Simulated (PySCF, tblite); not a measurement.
# C₅H₁₁N+ (doublet): geometry, infrared bands and EPR parameters

Aim: predict the infrared bands and EPR parameters of C₅H₁₁N+ (doublet) (`C=C[C@@H](C)[NH+]C`).

Computed with tblite 0.8.0 and PySCF 2.14.0, with density-fitted response routines of our own, on a single molecule in the gas phase. Atoms are numbered from 0 throughout.

## (1) The starting structure

17 atoms, charge 1, multiplicity 2; geometry from: force field or distance geometry start.

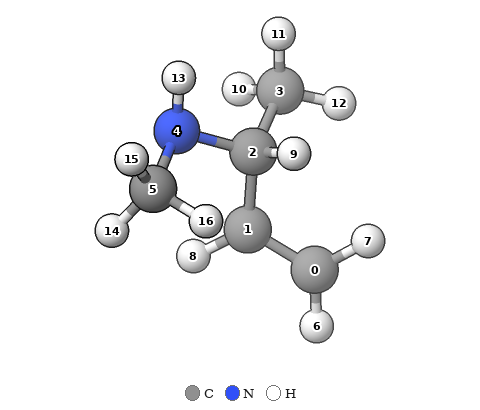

The starting geometry (carbon grey, nitrogen blue, hydrogen white), atoms numbered; sticks join atoms by distance.

## (2) Relaxing the molecule with GFN2-xTB

What the job is given:

```
{"job": {"kind": "relax", "xc": "GFN2-xTB", "basis": "xTB"}, "charge": 1, "multiplicity": 2}
C      1.963000    -1.089600     0.110100
C      0.845800    -0.623000    -0.500900
C      0.036900     0.381700     0.224200
C      0.642000     1.764500     0.144400
N     -1.291400     0.400000    -0.367300
C     -1.882200    -0.931700    -0.233400
H      2.609800    -1.814400    -0.329400
H      2.184100    -0.677700     1.098800
H      0.591000    -1.010800    -1.483200
H     -0.071300     0.077900     1.295200
H      0.715100     2.038000    -0.903300
H     -0.063200     2.458900     0.647700
H      1.657800     1.806900     0.597100
H     -1.893700     1.063800     0.132800
H     -1.822400    -1.494700    -1.169900
H     -2.927900    -0.855000     0.189300
H     -1.300400    -1.482700     0.538100
```

Launch:

```bash
OMP_NUM_THREADS=1 python probes_run.py task.json out
```

This one command runs all jobs of the session in turn.

The program printed:

```text
step      E/eV     max force
  0    -508.76737    2.791
  1    -508.99375    1.826
  2    -509.13922    0.861
  3    -509.22274    0.806
  4    -509.31766    0.775
  5    -509.37394    0.911
  6    -509.42320    0.798
  7    -509.46064    0.593
  8    -509.48852    0.581
  9    -509.51108    0.348
 10    -509.52777    0.311
 11    -509.54163    0.264
 12    -509.55309    0.277
 13    -509.56251    0.254
 14    -509.57050    0.270
 15    -509.57966    0.239
 16    -509.58836    0.268
 17    -509.59766    0.197
 18    -509.60431    0.175
 19    -509.61053    0.162
 20    -509.61452    0.196
 21    -509.61728    0.129
 22    -509.61958    0.113
 23    -509.62211    0.124
 24    -509.62408    0.096
 25    -509.62510    0.085
 26    -509.62559    0.057
 27    -509.62592    0.046
 28    -509.62616    0.044
 29    -509.62636    0.042
 30    -509.62656    0.041
 31    -509.62676    0.042
 32    -509.62692    0.036
 33    -509.62704    0.030
 34    -509.62714    0.034
 35    -509.62726    0.040
 36    -509.62739    0.041
 37    -509.62751    0.034
 38    -509.62762    0.033
 39    -509.62777    0.044
 40    -509.62798    0.055
 41    -509.62823    0.055
 42    -509.62848    0.039
 43    -509.62867    0.032
 44    -509.62882    0.033
 45    -509.62895    0.028
 46    -509.62905    0.025
 47    -509.62914    0.022
 48    -509.62924    0.028
 49    -509.62936    0.033
 50    -509.62950    0.031
 51    -509.62961    0.025
 52    -509.62970    0.027
 53    -509.62980    0.024
 54    -509.62991    0.028
 55    -509.63000    0.023
 56    -509.63006    0.021
 57    -509.63013    0.019
 58    -509.63023    0.030
 59    -509.63034    0.031
 60    -509.63043    0.020
 61    -509.63048    0.018
 62    -509.63051    0.019
 63    -509.63054    0.019
 64    -509.63057    0.016
 65    -509.63059    0.009
```

Wall time 0.27 s (1 thread of Arm Neoverse V2, shared host).

Relaxation path: (not every step is listed)

```tsv
step	energy from step 0 (eV)	largest force (eV/Å)
0	0.0000	2.7908
1	-0.2264	1.8262
2	-0.3718	0.8606
3	-0.4554	0.8056
4	-0.5503	0.7748
5	-0.6066	0.9114
6	-0.6558	0.7982
7	-0.6933	0.5930
8	-0.7211	0.5807
13	-0.7951	0.2542
18	-0.8369	0.1751
23	-0.8547	0.1238
28	-0.8588	0.0438
33	-0.8597	0.0304
38	-0.8602	0.0326
43	-0.8613	0.0318
48	-0.8619	0.0284
53	-0.8624	0.0244
58	-0.8629	0.0296
60	-0.8631	0.0197
61	-0.8631	0.0180
62	-0.8631	0.0192
63	-0.8632	0.0190
64	-0.8632	0.0156
65	-0.8632	0.0088
```

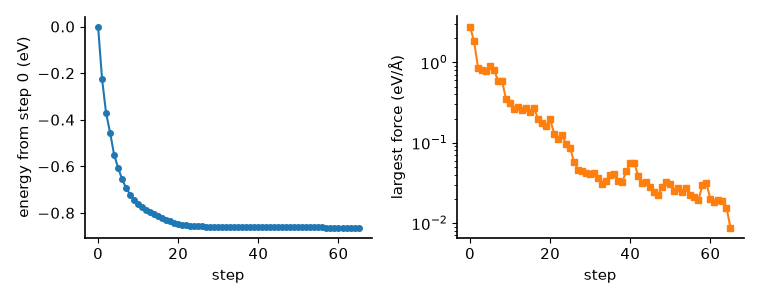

Energy and force, step by step.

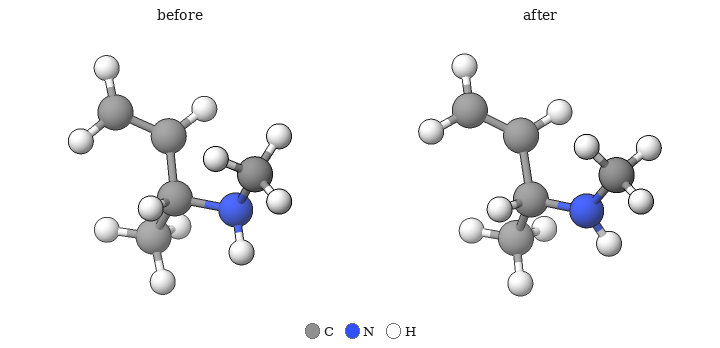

Before and after, at one scale.

Close pairs (by a distance rule), those that changed most:

```tsv
bond	before (Å)	after (Å)	change (Å)
N4–C5	1.463	1.412	-0.051
C2–N4	1.454	1.407	-0.048
C1–C2	1.480	1.519	+0.040
C5–H15	1.131	1.094	-0.037
C0–C1	1.356	1.323	-0.034
C3–H12	1.113	1.086	-0.027
C5–H16	1.112	1.090	-0.023
C3–H11	1.110	1.088	-0.023
```

The final coordinates are the input of the step that follows.

## (3) Infrared spectrum with GFN2-xTB

What the job is given:

```
{"job": {"kind": "ir", "xc": "GFN2-xTB", "basis": "xTB"}, "charge": 1, "multiplicity": 2}
C      2.062866    -1.115442     0.167887
C      0.927394    -0.666723    -0.340546
C      0.056493     0.386523     0.323245
C      0.573356     1.807290     0.114335
N     -1.298971     0.271671    -0.034365
C     -1.978803    -0.955457    -0.194046
H      2.708992    -1.759611    -0.405991
H      2.416016    -0.852738     1.151791
H      0.575080    -1.000358    -1.307252
H      0.142625     0.159852     1.405953
H      0.550474     2.066986    -0.942168
H     -0.030967     2.524806     0.664665
H      1.599456     1.888520     0.459936
H     -1.784594     1.113574    -0.319329
H     -2.078607    -1.225508    -1.256085
H     -3.000003    -0.871299     0.188241
H     -1.447807    -1.760055     0.313819
```

The program printed:

```text
mode    cm-1     km/mol
  1      58.3      0.49
  2      79.2      3.45
  3     133.5     13.84
  4     197.8      0.15
  5     237.9      1.00
  6     281.4      0.28
  7     335.9     20.84
  8     428.1     56.37
  9     474.0     26.28
 10     505.5     28.65
 11     638.8     39.95
 12     811.6      3.18
 13     889.6     79.66
 14     936.4      2.14
 15     955.2     16.83
 16     976.0     60.15
 17    1013.4     12.01
 18    1036.4      8.88
 19    1078.4     72.47
 20    1093.8     30.27
 21    1110.3     22.38
 22    1174.1      5.66
 23    1180.2      3.67
 24    1226.6     56.81
 25    1251.2      7.77
 26    1336.2     38.73
 27    1364.5     37.97
 28    1378.3     62.67
 29    1389.6     30.40
 30    1401.1     30.01
 31    1431.0     42.83
 32    1459.9      5.23
 33    1464.2     14.92
 34    1605.0      3.02
 35    2739.6     13.49
 36    2874.0     12.07
 37    2973.3     31.47
 38    3032.1      5.76
 39    3041.4      2.35
 40    3046.4      1.03
 41    3059.0      1.56
 42    3076.9      0.28
 43    3098.0     29.03
 44    3124.6      5.75
 45    3385.0     88.13
```

Wall time 0.35 s (1 thread of Arm Neoverse V2, shared host).

Which atoms move in the most intense modes:

```tsv
cm⁻¹	km/mol	atoms
428	56.4	H13 37 %, N4 13 %, C1 12 %
890	79.7	H6 44 %, H8 31 %, C0 13 %
976	60.1	H7 49 %, H8 26 %, C0 11 %
1078	72.5	C2 16 %
1227	56.8	H13 37 %, C2 24 %, N4 13 %
1378	62.7	H14 37 %, H16 34 %, H15 18 %
1431	42.8	H15 29 %, H16 29 %, H14 19 %
3385	88.1	H13 93 %
```

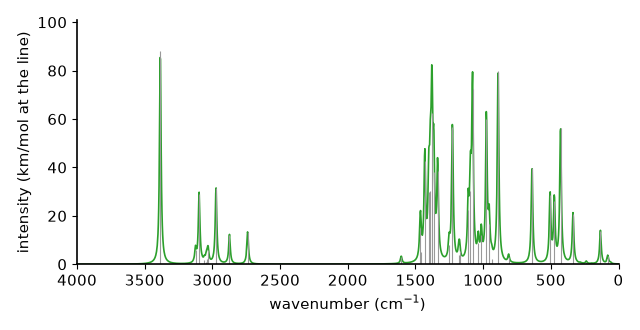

The infrared spectrum from these modes, unscaled. Lines are broadened to a width of 14 cm⁻¹ (Lorentzian).

## (4) g tensor and hyperfine couplings: B3LYP/pcH-1

Settings changed since step 3:

```diff
@@ -1,2 +1,2 @@
-{"job": {"kind": "ir", "xc": "GFN2-xTB", "basis": "xTB"}, "charge": 1, "multiplicity": 2}
+{"job": {"kind": "epr", "basis": "pcH-1"}, "charge": 1, "multiplicity": 2}
 C      2.062866    -1.115442     0.167887
```

Level: UKS B3LYP, pcH-1 on C H N, non-relativistic, mean-field spin-orbit, GIAO.

The program printed:

```text
UKS, coarse grid
  cycle   1  E = -251.55004936  |g| = 3.29e-01
  cycle   2  E = -251.28685178  |g| = 7.44e-01
  cycle   3  E = -251.59071036  |g| = 1.76e-01
  cycle   4  E = -251.60480528  |g| = 5.14e-02
  cycle   5  E = -251.60594803  |g| = 2.68e-02
  cycle   6  E = -251.60622644  |g| = 1.18e-02
  cycle   7  E = -251.60630601  |g| = 3.27e-03
  cycle   8  E = -251.60631347  |g| = 1.48e-03
  cycle   9  E = -251.60631464  |g| = 5.19e-04
UKS, final grid
  cycle   1  E = -251.60629650  |g| = 7.01e-04
  cycle   2  E = -251.60629581  |g| = 1.45e-03
  cycle   3  E = -251.60629685  |g| = 1.32e-04
  cycle   4  E = -251.60629687  |g| = 8.81e-05
  cycle   5  E = -251.60629689  |g| = 4.05e-05
  cycle   6  E = -251.60629689  |g| = 2.17e-05
E = -251.60629689 Eh   <S^2> = 0.7546 (exact 0.7500)
g shifts (ppm)      1          2          3
  rmc          -207       -207       -207
  gc              3         33         33
  oz_so          18       1683       2315
  total        -185       1510       2142
hyperfine (MHz)  atom isotope    a_iso     a_fc   dipolar eigenvalues
    0   13C       1.84       1.84     -6.63     -5.52     12.16
    1   13C      35.09      35.09    -11.19     -7.36     18.56
    2   13C     -32.40     -32.40     -7.22     -2.66      9.88
    3   13C      10.90      10.90     -2.28     -1.42      3.70
    4   14N      34.49      34.49    -35.79    -35.55     71.35
    5   13C     -28.12     -28.12     -6.08     -0.65      6.73
    6    1H       4.00       4.00     -3.56     -1.65      5.20
    7    1H      -2.89      -2.89     -2.16     -1.40      3.56
    8    1H       7.01       7.01     -6.05      1.25      4.80
    9    1H     272.45     272.45     -7.78     -4.08     11.86
   10    1H       3.92       3.92     -2.88     -2.23      5.12
   11    1H      -2.98      -2.98     -2.95     -2.61      5.56
   12    1H      -3.16      -3.16     -2.35     -1.83      4.18
   13    1H     -53.74     -53.74    -40.89     -9.43     50.32
   14    1H     188.21     188.21     -6.48     -4.04     10.52
   15    1H      89.25      89.25     -6.61     -3.27      9.88
   16    1H      17.58      17.58     -5.35     -2.47      7.83
```

Run time: 52 s. Hardware: 1 thread of Arm Neoverse V2, shared host; peak memory 0.97 GiB.

Principal g values 2.00213, 2.00383, 2.00446; g(iso) = 2.00347, against 2.00232 for a free electron.

Mean a(iso) over the nuclei that a row names, and the largest dipolar term of the row (other rows stand at the frozen geometry):

```tsv
nuclei	isotope	a(iso) (MHz)	a(iso) (G, at g = 2.0023)	largest dipolar term (MHz)
H9	1H	272.5	97.2	11.9
H14, H15, H16	1H	98.3	35.1	10.5
H13	1H	-53.7	-19.2	50.3
C1	13C	35.1	12.5	18.6
N4	14N	34.5	12.3	71.3
C2	13C	-32.4	-11.6	9.9
C5	13C	-28.1	-10.0	6.7
C3	13C	10.9	3.9	3.7
H8	1H	7.0	2.5	-6.0
H6	1H	4.0	1.4	5.2
H7	1H	-2.9	-1.0	3.6
C0	13C	1.8	0.7	12.2
H10, H11, H12	1H	-0.7	-0.3	5.6
```

Mulliken spin populations:

C0 0.07; C1 0.06; C2 -0.04; C3 0.01; N4 0.72; C5 -0.03; H6 0.00; H7 0.00; H8 0.00; H9 0.11; H10 0.01; H11 0.00; H12 0.00; H13 -0.03; H14 0.07; H15 0.03; H16 0.01

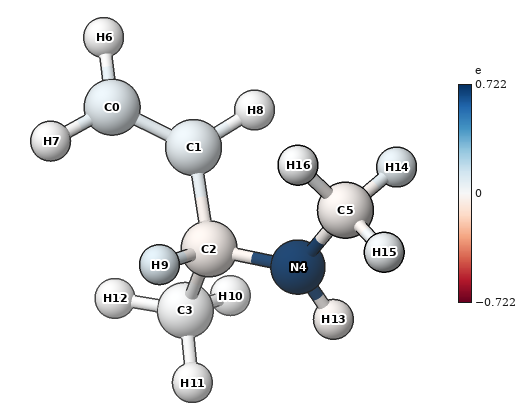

Mulliken spin populations, as colours on the atoms.

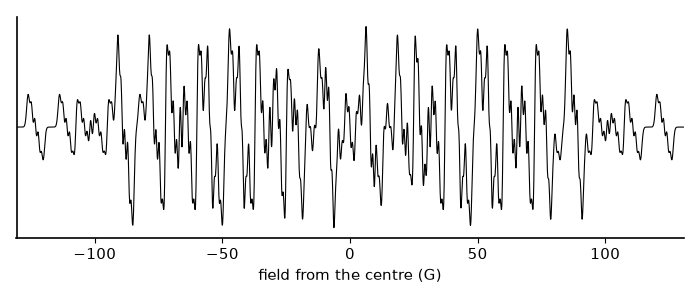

First-order isotropic spectrum (first derivative, main isotopes with spin only, couplings over 0.8 MHz, Gaussian width 0.6 G; couplings of the frozen geometry, rotation of groups not averaged beyond the rows shown).

Orbitals, density, ELF and potential are computed afterwards from the orbital file.

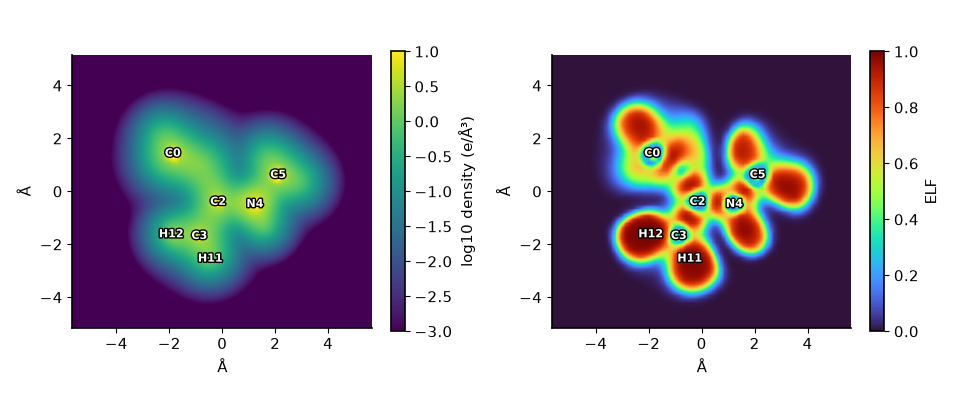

Density (left) and ELF (right) in a plane through or near 7 of the atoms.

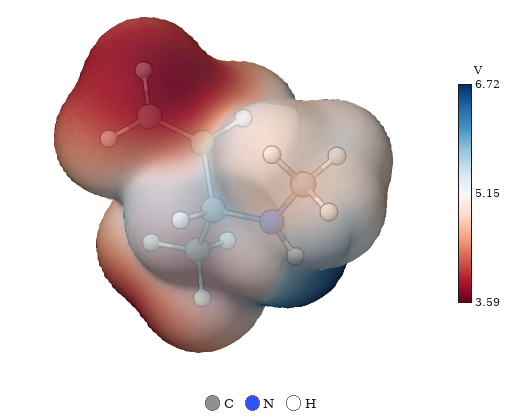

Electrostatic potential on the surface of density 0.002 e/bohr³; red is low, blue high. It runs from 3.59 V near C0 to 6.72 V near H13.

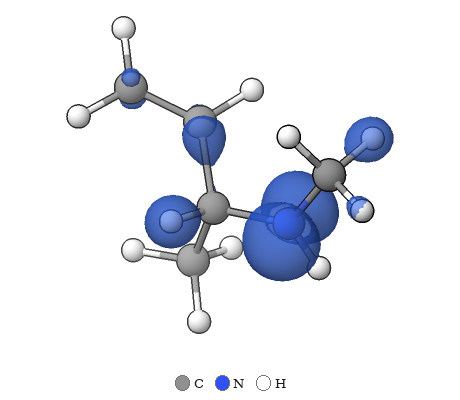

Spin density at ±0.06 e/Å³ (alpha excess blue, beta excess red).

## (5) Outcome

```
                                 quantity                 value
strongest single infrared mode (GFN2-xTB)  3385 cm⁻¹, 88 km/mol
             zero-point energy (GFN2-xTB)         92.0 kcal/mol
                           g(iso) (B3LYP)               2.00347
                                     ⟨S²⟩    0.755 (exact 0.75)
       largest a(iso) (averaged by class)   1H on H9, 272.5 MHz
```

What this shows: The optimisation took 65 steps and gained 0.863 eV; among the close pairs (by a distance rule), N4–C5 changed most, from 1.463 to 1.412 Å. All 45 modes are real, so the xTB geometry is a minimum. The strongest single mode, at 3385 cm⁻¹, moves mainly H13. GFN2-xTB is a fitted tight-binding method: band positions and strengths are rough. Its intensities can rank the bands wrongly. N4 carries the largest spin population, 0.72 e. The isotropic g lies 1.2 ppt above the free-electron value.
